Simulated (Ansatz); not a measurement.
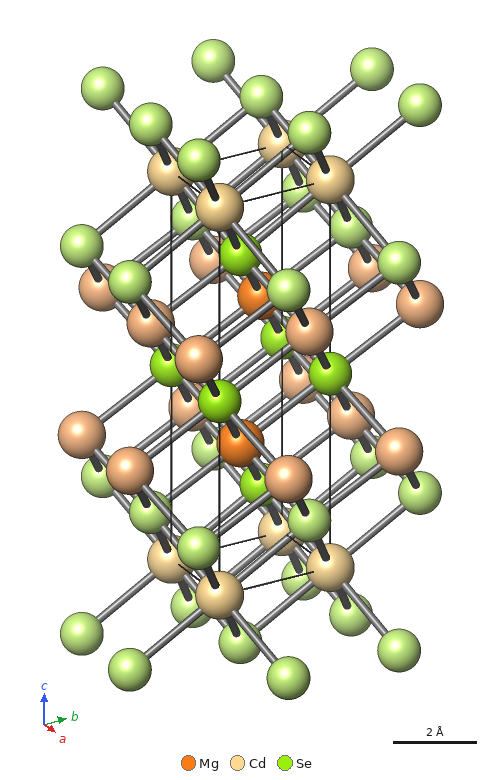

Shown here is a ball-and-stick view of the crystal, taken slightly off an axis. The outline marks the conventional unit cell. The first bonded neighbours in the surrounding cells are also shown, in fainter colours.

Mg₂CdSe₃, space group P-3m1 (No. 164), a = 3.954 Å, b = 3.954 Å, c = 9.686 Å, α = 90.00°, β = 90.00°, γ = 120.00°. The cell started as a structure type filled with these elements by a generator (whether the compound takes this form wasn't checked). Earlier steps of the study, as a rule a relaxation of our own, may have changed the cell and positions, so they can lie some per cent off the listed ones. It was run through Ansatz as a DFT input.

This one geometry was computed with Ansatz (DFT, plane waves, PAW) at three levels of theory: PBE, HSE06 and r2SCAN.

Q: Which level gives the highest pressure at this volume, and what does that say about its equilibrium volume?

A: Highest: PBE (0.0 GPa), which points to the largest equilibrium volume. Lowest, with the smallest volume: HSE06 (-1.6 GPa) and r2SCAN (-1.4 GPa). Levels within 0.5 GPa of each other can't be told apart.

Q: How does the band gap change with the level of theory?

A: PBE: a gap of 0.88 eV, indirect; r2SCAN: a gap of 1.43 eV, indirect; HSE06: a gap of 1.72 eV, indirect.

Q: Collect the results in a table.

A:
| level | cutoff (eV) | k-mesh of the run's cell | gap (eV) | pressure (GPa) |
| --- | --- | --- | --- | --- |
| PBE | 420 | 12×12×4 | 0.88 | 0.0 |
| HSE06 | 420 | 6×6×2 | 1.72 | -1.6 |
| r2SCAN | 500 | 12×12×4 | 1.43 | -1.4 |

Gaps are taken on the k-mesh or band path of each run.
